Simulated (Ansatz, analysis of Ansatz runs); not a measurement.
**Moving an added hole between Cl sites in Li2ZnCl4 (Fd-3m)**

Question: does an added hole stay on the Cl atom where it is started in Li2ZnCl4 (Fd-3m), and if so, how high is the barrier for a hop to another Cl site nearby? Model: a cell of 56 host atoms.

Main program and level: Ansatz 0.2.0; plane-wave PAW DFT, PBEsol+U; relaxation of all atoms of a supercell at fixed charge in a uniform background; PAW set soft_1.

## Step 1: Set-up

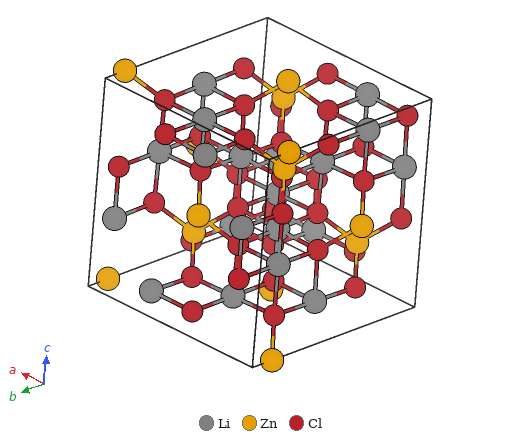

Start, viewed from a free direction; lithium grey, zinc orange, chlorine red. Bonds to atoms that aren't drawn are left out. Some periodic images of atoms are drawn too.

The cell holds 56 atoms: 16 Li, 8 Zn and 32 Cl. Cell: a = 10.232 Å, b = 10.232 Å, c = 10.232 Å, α = 90.0°, β = 90.0°, γ = 90.0°. It derives from Li2ZnCl4 (space group Fd-3m). Nearest the centre at fractional (0.500, 0.622, 0.500): Cl26 at 1.76 Å, Cl56 at 1.76 Å, Li6 at 1.81 Å, Li12 at 1.81 Å, Cl51 at 3.05 Å, Cl33 at 3.05 Å, Li1 at 3.10 Å, Li15 at 3.10 Å.

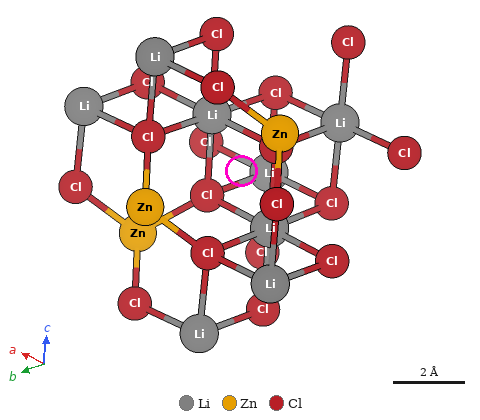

The atoms within 5 Å of the centre. A ring marks the centre wherever it is empty.

Hubbard terms: Cl p 6.0 eV. They were chosen, not fitted, to curb self-interaction in the shells named, the trial site's among them. The two sites are Cl26 and Cl56. The cell's shortest repeat is 10.2 Å.

## Step 2: The cell without the carrier

The neutral cell is relaxed first, from small random displacements, so that bond lengths and moments with the carrier can be set beside those of a relaxed cell without it.

neutral.relax/input.yaml

```yaml
crystal:
  lattice:
    - [10.23227833, 0.0, 0.0]
    - [0.0, 10.23227833, 0.0]
    - [0.0, 0.0, 10.23227833]
  atoms:
    - { symbol: Li, position: [0.375, 0.375, 0.625] }
    - { symbol: Li, position: [0.375, 0.875, 0.125] }
    - { symbol: Li, position: [0.875, 0.375, 0.125] }
    - { symbol: Li, position: [0.875, 0.875, 0.625] }
    - { symbol: Li, position: [0.375, 0.125, 0.875] }
    - { symbol: Li, position: [0.375, 0.625, 0.375] }
    - { symbol: Li, position: [0.875, 0.125, 0.375] }
    - { symbol: Li, position: [0.875, 0.625, 0.875] }
    - { symbol: Li, position: [0.125, 0.125, 0.625] }
    - { symbol: Li, position: [0.125, 0.625, 0.125] }
    - { symbol: Li, position: [0.625, 0.125, 0.125] }
    - { symbol: Li, position: [0.625, 0.625, 0.625] }
    - { symbol: Li, position: [0.125, 0.375, 0.875] }
    - { symbol: Li, position: [0.125, 0.875, 0.375] }
    - { symbol: Li, position: [0.625, 0.375, 0.375] }
    - { symbol: Li, position: [0.625, 0.875, 0.875] }
    - { symbol: Zn, position: [0.0, 0.0, 0.0] }
    - { symbol: Zn, position: [0.0, 0.5, 0.5] }
    - { symbol: Zn, position: [0.5, 0.0, 0.5] }
    - { symbol: Zn, position: [0.5, 0.5, 0.0] }
    - { symbol: Zn, position: [0.25, 0.25, 0.25] }
    - { symbol: Zn, position: [0.25, 0.75, 0.75] }
    - { symbol: Zn, position: [0.75, 0.25, 0.75] }
    - { symbol: Zn, position: [0.75, 0.75, 0.25] }
    - { symbol: Cl, position: [0.378372, 0.121628, 0.121628] }
    - { symbol: Cl, position: [0.378372, 0.621628, 0.621628] }
    - { symbol: Cl, position: [0.878372, 0.121628, 0.621628] }
    - { symbol: Cl, position: [0.878372, 0.621628, 0.121628] }
    - { symbol: Cl, position: [0.371628, 0.371628, 0.871628] }
    - { symbol: Cl, position: [0.371628, 0.871628, 0.371628] }
    - { symbol: Cl, position: [0.871628, 0.371628, 0.371628] }
    - { symbol: Cl, position: [0.871628, 0.871628, 0.871628] }
    - { symbol: Cl, position: [0.378372, 0.378372, 0.378372] }
    - { symbol: Cl, position: [0.378372, 0.878372, 0.878372] }
    - { symbol: Cl, position: [0.878372, 0.378372, 0.878372] }
    - { symbol: Cl, position: [0.878372, 0.878372, 0.378372] }
    - { symbol: Cl, position: [0.371628, 0.128372, 0.628372] }
    - { symbol: Cl, position: [0.371628, 0.628372, 0.128372] }
    - { symbol: Cl, position: [0.871628, 0.128372, 0.128372] }
    - { symbol: Cl, position: [0.871628, 0.628372, 0.628372] }
    - { symbol: Cl, position: [0.128372, 0.371628, 0.628372] }
    - { symbol: Cl, position: [0.128372, 0.871628, 0.128372] }
    - { symbol: Cl, position: [0.628372, 0.371628, 0.128372] }
    - { symbol: Cl, position: [0.628372, 0.871628, 0.628372] }
    - { symbol: Cl, position: [0.128372, 0.128372, 0.871628] }
    - { symbol: Cl, position: [0.128372, 0.628372, 0.371628] }
    - { symbol: Cl, position: [0.628372, 0.128372, 0.371628] }
    - { symbol: Cl, position: [0.628372, 0.628372, 0.871628] }
    - { symbol: Cl, position: [0.121628, 0.378372, 0.121628] }
    - { symbol: Cl, position: [0.121628, 0.878372, 0.621628] }
    - { symbol: Cl, position: [0.621628, 0.378372, 0.621628] }
    - { symbol: Cl, position: [0.621628, 0.878372, 0.121628] }
    - { symbol: Cl, position: [0.121628, 0.121628, 0.378372] }
    - { symbol: Cl, position: [0.121628, 0.621628, 0.878372] }
    - { symbol: Cl, position: [0.621628, 0.121628, 0.878372] }
    - { symbol: Cl, position: [0.621628, 0.621628, 0.378372] }
basis:
  ecutwfc: 420
  xc_grid: 2
hamiltonian:
  xc: pbesol
  hubbard:
    sites: [{ species: Cl, l: p, u_eff: 6.0 }]
    projectors: ortho-atomic
  pseudopotentials: { kind: paw, azcp: { folder: soft_1 }, xc_functional: pbe }
kpoints:
  mp_grid: { grid: [1, 1, 1] }
scf:
  occupations: { method: fermi_dirac, width: 0.01 }
  max_iter: 120
  lower_state_search: "off"
output:
  forces: true
relax:
  f_tol: 0.02
  max_steps: 70
  random_displacement: { amplitude: 0.04, seed: 9852 }
checkpoint:
  write: "../neutral.relax.run"
  compress: false
  write_wavefunctions: true
  write_every: 100000
```

Launch:

```
$ ansatz run input.yaml --threads 4 --pin off --max-ram 9420MiB --backend cpu --events-out ev --progress --plain --runs-dir out
```

Numbers of over 12 decimals in the logs are rounded to 6 here.

The log of the run:

```text
[... repeated set-up lines and file paths are left out, and long positions are rounded to six places ...]
Engine: ansatz 0.2.0, aarch64-unknown-linux-gnu
Pseudopotentials: kind: paw
Pseudopotential: Li, paw, valence charge 3, recommended cutoff 420 eV (normal), soft_1/Li.paw.azcp
Pseudopotential: Zn, paw, valence charge 12, recommended cutoff 420 eV (normal), soft_1/Zn.paw.azcp
Pseudopotential: Cl, paw, valence charge 7, recommended cutoff 420 eV (normal), soft_1/Cl.paw.azcp
Functional definition: PBEsol
  exchange = pbesol_x
  correlation = pbesol_c
Crystal: 56 atoms, lattice volume = 1071.315 Å³
Basis set: ecut = 420 eV, 20863 PW (Γ), exchange–correlation on 144×144×144 points (8 copies of the dense FFT grid, shifted against one another)
Bands: 240, of which v1, the nominal top of the filled ones, is band 184 counted from 1 (183 counted from 0)
Symmetry: 1 space group operations
k-points: 1
Non-local potential: Li, projectors of the file, l = 0: 3, l = 1: 2, l = 2: 1
Non-local potential: Zn, projectors of the file, l = 0: 2, l = 1: 2, l = 2: 3, l = 3: 1
Non-local potential: Cl, projectors of the file, l = 0: 2, l = 1: 2, l = 2: 1
PAW form: soft (Blöchl's): semilocal exchange-correlation on the pseudo side does not see the compensation charge
PAW frozen core: Zn, regenerated for the run's functional, and the local potential with it (the file was generated under x = pbe(κ = 0.804, μ = 0.219515), c = pbe(β = 0.066725))
PAW frozen core: Cl, regenerated for the run's functional, and the local potential with it (the file was generated under x = pbe(κ = 0.804, μ = 0.219515), c = pbe(β = 0.066725))
[...]
atom  12  Li     0.00003785    -0.00133413    -0.00312386
  [... 2 atoms left out ...]
  atom  15  Li    -0.00345588    -0.00313021     0.00332835
  [... 10 atoms left out ...]
  atom  26  Cl    -0.00688205     0.00303809     0.00461070
  [... 3 atoms left out ...]
  atom  30  Cl     0.00575261     0.00352157     0.00160928
  [... 2 atoms left out ...]
  atom  33  Cl    -0.00405839    -0.00210442    -0.00188865
  [... 10 atoms left out ...]
  atom  44  Cl    -0.00234015     0.00387604    -0.00167512
  [... 6 atoms left out ...]
  atom  51  Cl     0.00347573     0.00009854     0.00141640
[...]
atom  56  Cl     0.00454503     0.00534621    -0.00361455
  max |Σ_I F_I| component: 5.51e-5 eV/Å
--- Band table (eV) ---
  k-point 0: bands = ["-40.9831", "-40.9818", "-40.9810", "-40.9802", [... 232 left out ...] "12.0521", "12.0532", "12.0539", "12.0542"]
Occupation matrices written to <dir>
--- Relaxed structure (4 steps of the walk, 4 accepted, 0 SCFs on fresh bases) ---
  F+E_penalty+E_count = -63503.24409537 eV   max|allowed force component| = 8.504e-3 eV/Å
  atoms:
    - { symbol: Li, position: [0.375155, 0.374810, 0.625653] }
    - { symbol: Li, position: [0.375106, 0.874450, 0.125040] }
[...]
- { symbol: Li, position: [0.374464, 0.624629, 0.375381] }
[...]
- { symbol: Li, position: [0.624789, 0.625024, 0.625789] }
[...]
- { symbol: Li, position: [0.625335, 0.375496, 0.375123] }
[...]
- { symbol: Cl, position: [0.377340, 0.622773, 0.623297] }
[...]
- { symbol: Cl, position: [0.372714, 0.872701, 0.373232] }
    [... 2 atoms left out ...]
    - { symbol: Cl, position: [0.377373, 0.377126, 0.377605] }
    [... 10 atoms left out ...]
    - { symbol: Cl, position: [0.627322, 0.872593, 0.627552] }
    [... 6 atoms left out ...]
    - { symbol: Cl, position: [0.622759, 0.377100, 0.623217] }
    [... 4 atoms left out ...]
    - { symbol: Cl, position: [0.622719, 0.622639, 0.377709] }
[key lines of the parts left out:]
SCF converged after 2 iterations
Free energy (F): -63503.244095 eV
Fermi energy:    3.053701 eV
```

Elapsed: 21 s, on 4 threads of Arm Neoverse V2, shared host; peak memory 1.1 GiB; 80 s of CPU time.

The largest displacement from an ideal site is 0.023 Å.

(Continued in part 2 of 3.)

[Logs are printed without paths, hosts, clocks, repeated set-up lines and the standing remarks that a program may print on its own settings, such as how far it seeks lower states.]

[Hosts, paths, dates, database ids (printed as entryN), source tags and the programs' standing remarks are cut or masked in the printed files.]
